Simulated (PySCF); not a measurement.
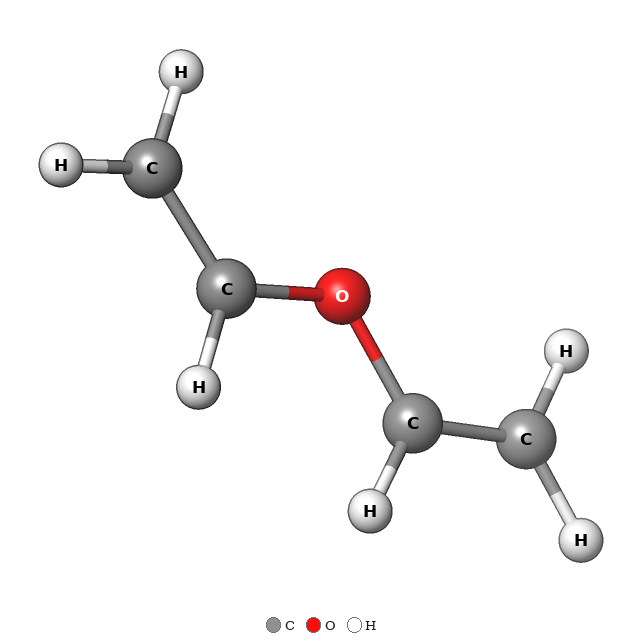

Computed geometry: GFN2-xTB optimisation. No frequency run is at hand to confirm it as a minimum.

What is the molecular formula?

C₄H₆O, 11 atoms: 4 carbon, 6 hydrogen and 1 oxygen.

Name functional groups in it.

Among them: ether, alkene.

How many bonds of each kind are drawn?

6 C–H, 2 C–C, 2 C–O.

The parts below concern this one geometry. Atoms keep their numbers from picture to picture.

Shape

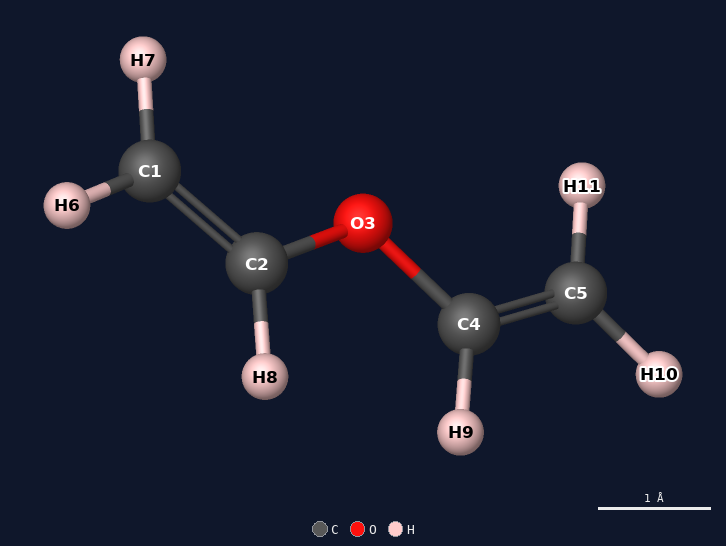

No frequency run is at hand to confirm it as a minimum.

Give the bond lengths.

| bond | length (Å) | order |
| --- | --- | --- |
| C1–C2 | 1.323 | double |
| C1–H6 | 1.073 | single |
| C1–H7 | 1.075 | single |
| C2–O3 | 1.355 | single |
| C2–H8 | 1.087 | single |
| O3–C4 | 1.355 | single |
| C4–C5 | 1.323 | double |
| C4–H9 | 1.087 | single |
| C5–H10 | 1.073 | single |
| C5–H11 | 1.075 | single |

Electronic properties

No frequency run is at hand to confirm it as a minimum. Method: PBE0/pcSseg-1, gas phase (PySCF 2.14.0).

Give the dipole moment at this level.

1.40 D.

Give the LUMO energy (Kohn–Sham orbital) at this level.

0.33 eV.

Estimate the HOMO energy (Kohn–Sham orbital).

−6.45 eV.

NMR shielding

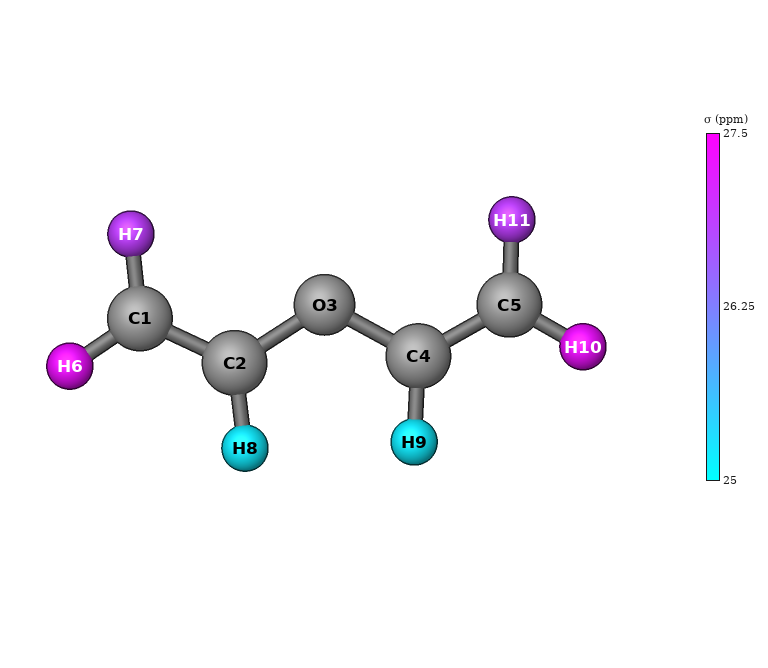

Atoms are coloured by their isotropic NMR shieldings (H only, the others grey). No frequency run is at hand to confirm it as a minimum. Properties computed with GIAO PBE0/pcSseg-1 NMR shielding, non-relativistic, gas phase (PySCF 2.14.0).

List the isotropic NMR shieldings of the H atoms.

```json
{"atom": "H6", "σ (ppm)": "27.33"}
{"atom": "H7", "σ (ppm)": "26.88"}
{"atom": "H8", "σ (ppm)": "25.19"}
{"atom": "H9", "σ (ppm)": "25.19"}
{"atom": "H10", "σ (ppm)": "27.33"}
{"atom": "H11", "σ (ppm)": "26.88"}
```

Quadrupole coupling

No frequency run is at hand to confirm it as a minimum. Electric field gradients from the ground-state density, PBE0/pcSseg-1 (PySCF 2.14.0), non-relativistic apart from any core potentials.

Give the largest field-gradient component, the quadrupole coupling constant and the asymmetry for 17O at O3 (Q = −25.6 mb), 2H at H6 (Q = 2.86 mb), 2H at H7 (Q = 2.86 mb), 2H at H8 (Q = 2.86 mb).

```
atom  V_zz (a.u.)  e²qQ/h (MHz)     η
  O3        1.775        −10.68  0.41
  H6        0.347         0.233  0.08
  H7        0.343         0.231  0.07
  H8        0.307         0.206  0.13
```
